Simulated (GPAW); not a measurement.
Consider Li (Lithium, Im-3m).

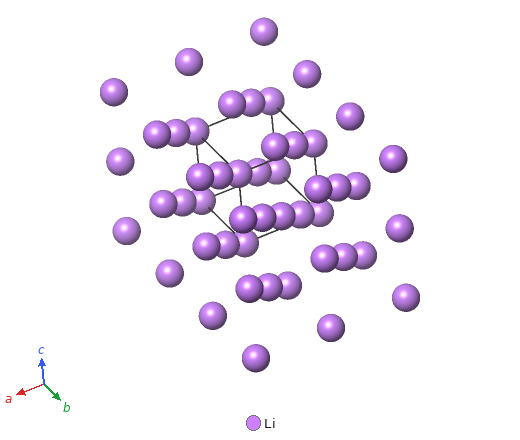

The structure (lithium purple). 2×3×2 conventional cells are drawn. Some periodic images of atoms are drawn too.

```
Li
1.0
    -1.75465    1.75465    1.75465
     1.75465   -1.75465    1.75465
     1.75465    1.75465   -1.75465
Li
1
Direct
  0.00000 0.00000 0.00000
```

Absorber: atom 1, with 8 Li at 3.04 Å and 6 Li at 3.51 Å (cube and octahedron, as in bcc, site symmetry m-3m). Method: GPAW, PBE, excited-electron core hole (neutral cell), 8-atom cell with 6.1 Å between holes, 6×6×6 k points, dipole transitions, Gaussian full width 0.9 eV up to 4 eV, rising linearly to 3.5 eV at 25 eV.

**Question.** Where do the maxima of the Li K edge fall?

Main maxima up to 24 eV above the zero (height): 0.6 eV (0.98), 2.5 eV (1.37), 5.0 eV (1.86), 7.9 eV (2.03), 11.1 eV (1.05) and 16.7 eV (0.82). A K edge sees empty p states on the absorber. The total-energy difference is 58.26 eV. One term is added: -3.34 eV, since the hole is spin-paired here and a spin-polarised one costs that much less in the free atom (computed apart). The photon energy is then 54.92 eV. The tabulated edge of the element is 54.7 eV. The functional leaves an error of a few eV in such absolute values.

The Li K spectrum (energy from the lowest empty level; intensity scaled to a mean of 1 over the first 20 eV):

```csv
E (eV),intensity
-2.0,0.00
-0.5,0.08
1.0,0.86
2.5,1.37
4.0,0.91
5.5,1.46
7.0,1.52
8.5,1.69
10.0,1.00
11.5,1.02
13.0,0.59
14.5,0.50
16.0,0.78
17.5,0.80
19.0,0.72
20.5,0.67
22.0,0.63
23.5,0.60
25.0,0.64
26.5,0.67
28.0,0.58
29.5,0.48
31.0,0.45
```

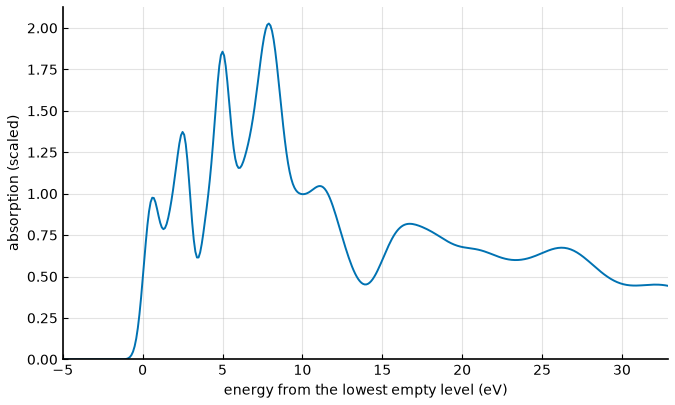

The Li K edge.

The holes are only 6.1 Å apart, so the shape is probably not converged with cell size; no larger cell was run here. Lifetime broadening is put in by hand, and intensities beyond about 20 eV depend on it and on the partial waves; weight that the partial waves miss at high energy is lost. The structure is a published determination, not relaxed.

[Banner, clock and machine lines of the logs are left out without a mark of their own.]

[Logs are printed without paths, hosts, clocks, repeated set-up lines and the standing remarks that a program may print on its own settings, such as how far it seeks lower states.]

[Hosts, paths, dates, database ids (printed as entryN), source tags and the programs' standing remarks are cut or masked in the printed files.]

[Lists of maxima count a maximum above −3 eV only where it reaches 4 % of the highest in the window and stands out from its surroundings by 2 % of it (1.5 % where it reaches 55 %); shoulders and weaker maxima are passed over, and of the rest the first, up to two pre-edge ones and the few strongest are named.]
